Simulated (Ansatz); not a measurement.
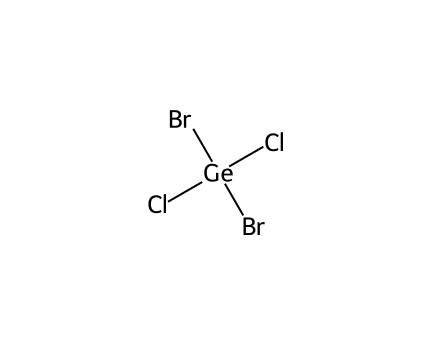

A structural formula.

Give its SMILES.

[Cl][Ge]([Cl])([Br])[Br]

What is the molecular formula?

GeBr2Cl2.

An optimisation with PBE0-D4/def2-TZVP gave a structure of which point group?

C2v.

The parts below concern this one geometry. Atoms keep their numbers from picture to picture. The computed structure is the end point of a PBE0-D4/def2-TZVP optimisation.

**Shape**

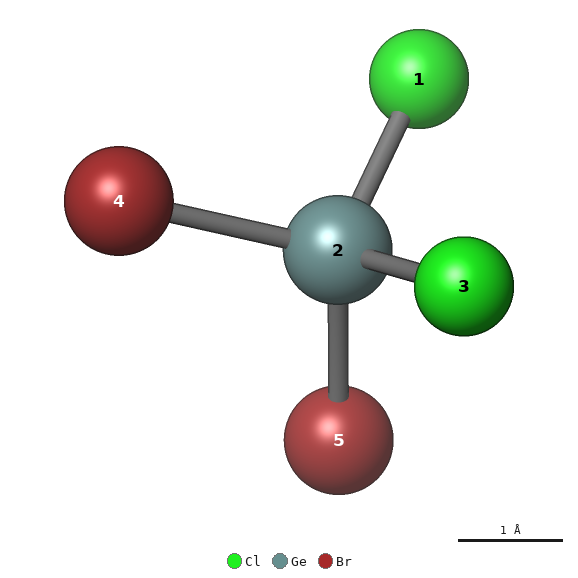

Which atoms are bonded, and how long are the bonds?

```
   bond  length (Å)
Cl1–Ge2       2.122
Ge2–Cl3       2.122
Ge2–Br4       2.273
Ge2–Br5       2.273
```

**Electronic properties**

Properties computed with RKS PBE0-D4/def2-SVP (Ansatz 0.2.0).

Estimate the LUMO energy (Kohn–Sham orbital).

−2.43 eV.

Estimate the HOMO energy (Kohn–Sham orbital).

−8.86 eV.

**Vibrations**

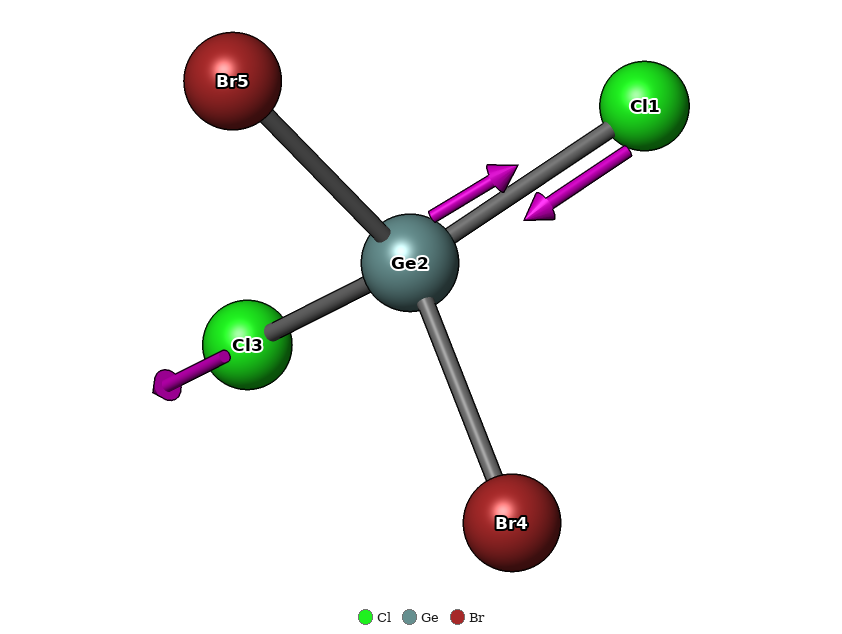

The arrows show one normal mode. Harmonic vibrations computed with RKS PBE0-D4/def2-TZVP (Ansatz 0.2.0) at a stationary point of the same level.

What kind of motion is it?

Mostly out-of-phase stretching of 2 Ge–Cl bonds.

Estimate its harmonic wavenumber.

456 cm⁻¹; it is mode 9 of 9 counted from the lowest.

**Charges**

The questions are on Mulliken charges. Properties computed with RKS ωB97M-V/def2-TZVPP (Ansatz 0.2.0).

Give the Mulliken charges atom by atom.

```
atom  value (e)
 Cl1      −0.20
 Ge2       0.74
 Cl3      −0.20
 Br4      −0.17
 Br5      −0.17
```

**Dipole moment**

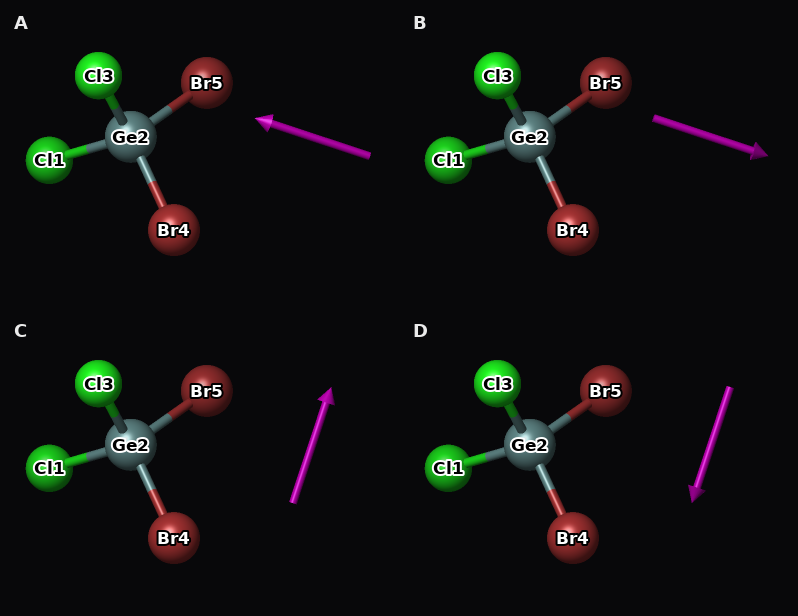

The same molecule four times, each with an arrow. Level of theory: RKS PBE0-D4/def2-TZVP (Ansatz 0.2.0).

Which arrow points along the dipole moment, from the negative to the positive end?

B. The dipole moment is 0.37 D; it points from the side of Cl1, Cl3 to the side of Br4, Br5 (the outermost atoms at the two ends).

Mulliken values depend strongly on the basis set and can even reverse the polarity of a bond.
